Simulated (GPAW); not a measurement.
# Zn K ELNES/XANES of KZnF3 (Pm-3m) from DFT, part 3 of 3

What does one-electron theory with a core hole give for the Zn K edge of KZnF3 (Pm-3m)?

GPAW 26.7.0; X-ray absorption from dipole matrix elements to empty bands, plane-wave PAW RPBE.

So far. Step 5 (Spectrum with FCH, Zn atom 1): The hole costs E(hole) − E(ground) = 9687.81 eV, and the lowest empty level of the hole cell on the spectrum's mesh lies at 5.06 eV, which puts the zero at 9692.87 eV. One term is added: -30.96 eV, since the hole is spin-paired here and a spin-polarised one costs that much less in the free atom (computed apart). The photon energy is then 9661.91 eV. The tabulated edge of the element is 9659 eV.

## 8. Spectrum with FCH, Zn atom 1

A smaller cell brings the holes closer; here they are 5.7 Å apart.

Changed against the first core-hole run: supercell atoms from 20 to 10; the field's mesh follows (3×3×3 to 5×5×5).

Input file xas.py:

```python
import numpy as np
from ase import Atoms
from ase.parallel import parprint, paropen
from gpaw import GPAW, PW, FermiDirac, Mixer, MixerDif, setup_paths
from gpaw.test import gen
setup_paths.insert(0, '.')
gen('Zn', name='fch1s', xcname='RPBE', corehole=(1, 0, 1), write_xml=True)
from gpaw.mpi import world
world.barrier()

atoms = Atoms('Zn2K2F6',
    cell=[[4.05, 0, 4.05],
     [0, 4.05, 4.05],
     [-4.05, 0, 4.05]],
    scaled_positions=[[0.25, 0.5, 0.75],
     [0.75, 0.5, 0.25],
     [0, 0, 0],
     [0.5, 0, 0.5],
     [0.5, 0, 0],
     [0, 0, 0.5],
     [0, 0.5, 0],
     [0.5, 0.5, 0.5],
     [0, 0.5, 0.5],
     [0.5, 0.5, 0]],
    pbc=True)
atoms.calc = calc = GPAW(legacy_gpaw=True, mode=PW(500), xc='RPBE', setups={0: 'fch1s'},
    kpts={'size': (5, 5, 5), 'gamma': True}, occupations=FermiDirac(0.02),
    charge=0, mixer=Mixer(0.1, 5, 50), maxiter=150,
    convergence={'density': 0.0001}, txt='scf.txt')
energy = atoms.get_potential_energy() + calc.get_reference_energy()
ef = calc.get_fermi_level()
out = dict(energy=energy, fermi=ef, forces=atoms.get_forces().tolist())
parprint(f'all-electron energy {energy:.4f} eV, Fermi level {ef:.4f} eV')
ev = np.array([[calc.get_eigenvalues(k, s) for k in range(len(calc.get_ibz_k_points()))] for s in range(calc.get_number_of_spins())])
out['homo'], out['lumo'], out['counts'] = ev[ev < ef].max(), ev[ev > ef].min(), sorted(set((ev < ef).sum((0, 2)).tolist()))
out['filled'] = (ev[:, 0] < ef).sum(1).tolist()

from ase.units import Ha
from gpaw.xas import dipole_matrix_elements
nb = int(calc.get_number_of_electrons() / 2) + 82
top, nb = nb, nb + 8 + nb // 12
nscf = calc.fixed_density(kpts={'size': (5, 5, 5), 'gamma': True}, nbands=nb,
    convergence={'bands': top, 'eigenstates': 1e-5}, maxiter=60, txt='nscf.txt')
cell = atoms.cell.array
ops = [cell.T @ U.T @ np.linalg.inv(cell.T) for U in nscf.wfs.kd.symmetry.op_scc]
filled = [42]  # bands filled in the ground state, by spin
E = np.arange(-6, 34, 0.1)
fwhm = np.interp(E, [4, 25], [1.67, 3.5])
Y, X, zero, highest = 0, 0, 1e9, 1e9
for spin in range(nscf.get_number_of_spins()):
    wfs = nscf.wfs
    A = dipole_matrix_elements(wfs.setups[0])
    eps = np.zeros((wfs.kd.nibzkpts, nb))
    d = np.zeros((3, A.shape[1], wfs.kd.nibzkpts, nb), complex)
    for kpt in wfs.kpt_u:
        if kpt.s == spin and 0 in kpt.P_ani:
            eps[kpt.k] = kpt.eps_n * Ha
            d[:, :, kpt.k] = (kpt.weight * wfs.nspins / 2) ** 0.5 * np.inner(A, kpt.P_ani[0])
    world.sum(eps)
    world.sum(d)
    T = np.einsum('amkn,bmkn->abkn', d, d.conj()).real
    T = sum(np.einsum('ai,ijkn,bj->abkn', R, T, R) for R in ops) / len(ops)
    empty = np.ones_like(eps, bool) & (np.arange(nb) >= filled[spin])
    zero, highest = min(zero, eps[empty].min()), min(highest, eps[:, top - 1].min())
    lines = [(eps, T, empty)] if spin == 0 else lines + [(eps, T, empty)]
for eps, T, empty in lines:
    f = np.einsum('aakn->akn', T).reshape(3, -1)
    x = eps.ravel() - zero
    w = np.interp(x, E, fwhm) / 2.35482
    g = np.exp(-0.5 * ((E[:, None] - x) / w) ** 2) / (w * (2 * np.pi) ** 0.5)
    Y = Y + (f * empty.ravel()) @ g.T
    X = X + (f * ~empty.ravel()) @ g.T
out.update(E=E.round(2).tolist(), xas=Y.tolist(), xes=X.tolist(), zero=zero, valid=highest - zero, nk=len(eps), nb=nb)
for i in range(0, len(E), 10):
    parprint(f'{E[i]:7.2f}', *(f'{v:10.3e}' for v in Y[:, i]))
import json
with paropen('out.json', 'w') as f:
    json.dump(out, f)
```

Command:

```sh
OMP_NUM_THREADS=1 mpirun -n 4 gpaw python xas.py
```

Numbers of over 12 decimals in the logs are rounded to 6 here.

The log of the run:

```text
Input parameters:
  convergence: {density: 0.0001}
  kpts: {gamma: True,
         size: (5, 5, 5)}
  maxiter: 150
  mixer: {backend: pulay,
          beta: 0.1,
          method: separate,
          nmaxold: 5,
          weight: 50}
  mode: {ecut: 500.0,
         name: pw}
  occupations: {fixmagmom: False,
                name: fermi-dirac,
                width: 0.02}
  setups: {0: fch1s}
  xc: RPBE

Initialize ...

[...]
Lengths:   5.727565   5.727565   5.727565
  Angles:   60.000000  90.000000  60.000000

Effective grid spacing dv^(1/3) = 0.1701

iter:   1   -49.550099   +3.10       c
iter:   2   -49.566617   +1.66       c
iter:   3   -49.569549c  +0.84       c
iter:   4   -49.570343c  +0.17       c
iter:   5   -49.570665c  -0.49       c
iter:   6   -49.570772c  -1.23       c
iter:   7   -49.570799c  -1.99       c
iter:   8   -49.570806c  -2.73       c
iter:   9   -49.570808c  -3.43       c
[key lines of the parts left out:]
Converged after 16 iterations.
Dipole moment: (-0.648076, -0.000000, -0.000000) |e|*Ang
Free energy:    -49.570809
Fermi level: 3.06488
```

Run time: 53 s. Hardware: 4 MPI ranks of Arm Neoverse V2, shared host; peak memory 0.25 GiB.

The run ended with an error.

The program stopped, so this step gives no result.

## 9. With and without the hole

Both curves are counted from their own zero, so only the shift of weight within the empty states shows.

| E (eV) | no hole | FCH |
| --- | --- | --- |
| -2.0 | 0.00 | 0.00 |
| -1.0 | 0.00 | 0.00 |
| 0.0 | 0.01 | 0.00 |
| 1.0 | 0.03 | 0.00 |
| 2.0 | 0.07 | 0.05 |
| 3.0 | 0.16 | 0.26 |
| 4.0 | 0.28 | 0.65 |
| 5.0 | 0.57 | 1.59 |
| 6.0 | 0.71 | 2.20 |
| 7.0 | 0.60 | 1.62 |
| 8.0 | 0.81 | 1.72 |
| 9.0 | 1.70 | 2.44 |
| 10.0 | 2.76 | 2.49 |
| 11.0 | 3.12 | 1.62 |
| 12.0 | 2.33 | 0.94 |
| 13.0 | 1.41 | 0.67 |
| 14.0 | 0.82 | 0.49 |
| 15.0 | 0.48 | 0.32 |
| 16.0 | 0.51 | 0.28 |
| 17.0 | 0.85 | 0.47 |
| 18.0 | 1.13 | 0.77 |
| 19.0 | 1.10 | 0.89 |
| 20.0 | 0.87 | 0.79 |
| 21.0 | 0.74 | 0.64 |
| 22.0 | 0.85 | 0.61 |
| 23.0 | 1.07 | 0.72 |
| 24.0 | 1.16 | 0.84 |
| 25.0 | 1.03 | 0.82 |
| 26.0 | 0.83 | 0.67 |
| 27.0 | 0.65 | 0.50 |
| 28.0 | 0.50 | 0.38 |
| 29.0 | 0.42 | 0.34 |
| 30.0 | 0.43 | 0.34 |
| 31.0 | 0.53 | 0.38 |
| 32.0 | 0.65 | 0.44 |

With each curve scaled to its own mean, the area from −2 to 6 eV with the hole is 3.7 against 1.5, and the centre of weight from −1 to 20 eV moves by -1.9 eV: the hole pulls the absorber's empty states down.

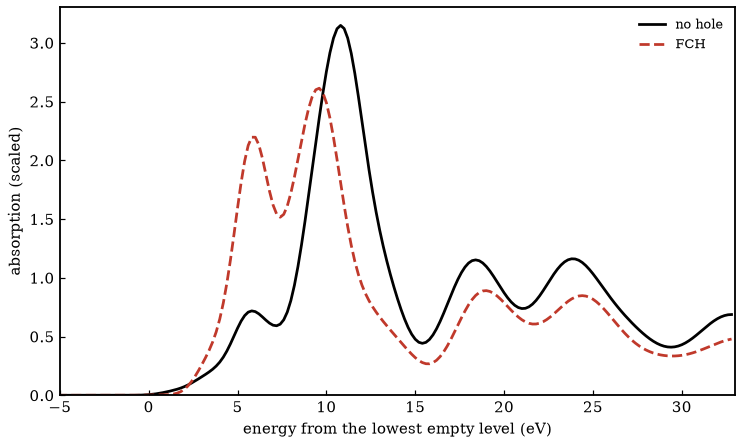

The Zn K edge with and without the core hole, each from its own zero; the highest intensity below 24 eV lies at 9.6 eV with the hole.

## 10. Outcome

```
absorber and edge                               : Zn K, atom 1 of the ground-state input (counted from 1)
surroundings                                    : 6 F at 2.02 Å (octahedral, site symmetry m-3m)
highest intensity below 24 eV                   : 9.6 eV above the zero, height 2.61
photon energy of the zero, with the added terms : 9661.9 eV (raw 9692.9 eV; uncertain by a few eV)
```

In words: The Zn K edge of atom 1, with 6 F at 2.02 Å (octahedral, site symmetry m-3m), has its highest intensity of the first 24 eV at 9.6 eV above the zero, near 9672 eV in photon energy (uncertain by a few eV), 2.6 times the mean level of the first 20 eV (Gaussian full width 1.67 eV up to 4 eV, rising linearly to 3.5 eV at 25 eV). With each curve scaled to its own mean, the area from −2 to 6 eV with the hole is 3.7 against 1.5, and the centre of weight from −1 to 20 eV moves by -1.9 eV: the hole pulls the absorber's empty states down. Changing the core hole from full to half alters the shape by 29 % r.m.s., so the choice matters here. The script folds with a Gaussian, whereas the core hole's own line is a Lorentzian, so the onset is too steep and the first peak too high. The structure is a published determination, not relaxed.

[Banner, clock and machine lines of the logs are left out without a mark of their own.]

[Logs are printed without paths, hosts, clocks, repeated set-up lines and the standing remarks that a program may print on its own settings, such as how far it seeks lower states.]

[Hosts, paths, dates, database ids (printed as entryN), source tags and the programs' standing remarks are cut or masked in the printed files.]

[Lists of maxima count a maximum above −3 eV only where it reaches 4 % of the highest in the window and stands out from its surroundings by 2 % of it (1.5 % where it reaches 55 %); shoulders and weaker maxima are passed over, and of the rest the first, up to two pre-edge ones and the few strongest are named.]
